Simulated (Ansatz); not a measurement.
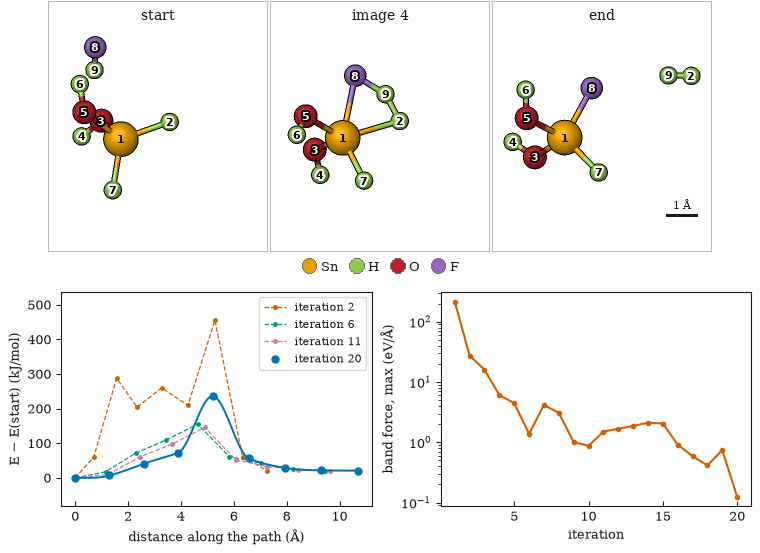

A nudged-elastic-band calculation for SnH5O2F. Images are numbered from 0 (start) to 8 (end). The plot follows the band through its iterations. Style: ball-and-stick. Shown from a free direction.

These are results of RHF/def2-SVP (Ansatz), not measurements. Set-up: 7 movable images; climbing image; force threshold 0.2 eV/Å; iteration limit 60; starting path through a guess of the saddle point.

### Did the band converge, and can the barrier be trusted?

The run met only a loose threshold, so the barrier can't be trusted yet. The band converged in 20 iterations. The largest component of the band force went from 220 to 0.13 eV/Å. The climbing image converged on the top of the path. Its curvatures weren't checked. The force threshold is so loose that the height of the top is at best an upper bound. The first iteration put the highest image at 3810.0 kJ/mol. Forward barrier 236.3 kJ/mol, backward barrier 215.4 kJ/mol, with image 4 at the top; the reaction energy is +20.9 kJ/mol.

Limits of the set-up: Hartree-Fock leaves out electron correlation.
